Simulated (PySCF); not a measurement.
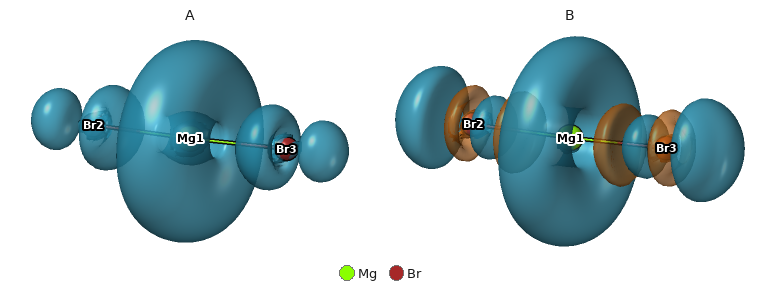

Figure. Br2Mg. The Fukui function f⁺ from two separate SCF calculations and the density of the LUMO, at ±0.01 e/Å³ (light blue positive, orange negative).

Level of theory: PBE0/def2-SVPD (PySCF), at a geometry from GFN2-xTB. No frequency check shows the geometry to be a minimum. GFN2-xTB bond lengths at metals and heavier atoms can be off by up to 0.1 Å and shapes distorted, which carries into these values.

Geometry (Å), atoms numbered from 1:

```
Mg1     -0.0005    0.0279    0.0000
Br2      2.3558   -0.0048    0.0000
Br3     -2.3556   -0.0048    0.0000
```

Q: Which panel is which, and how good is the frozen-orbital picture?

A: B is f⁺ (it has negative regions), A the LUMO density. The LUMO lies on Mg1 (64 %) and Br2 and Br3 (18 % each); f⁺ (Hirshfeld-condensed) is largest on Mg1 (0.59); the vertical electron affinity is 0.68 eV (the stability of the anion's solution wasn't checked; the anion's highest orbital has positive energy, so this value and f⁺ depend on the basis). Relaxation shifts 5 % of the electron between atoms. The orbital energy is −2.03 eV.
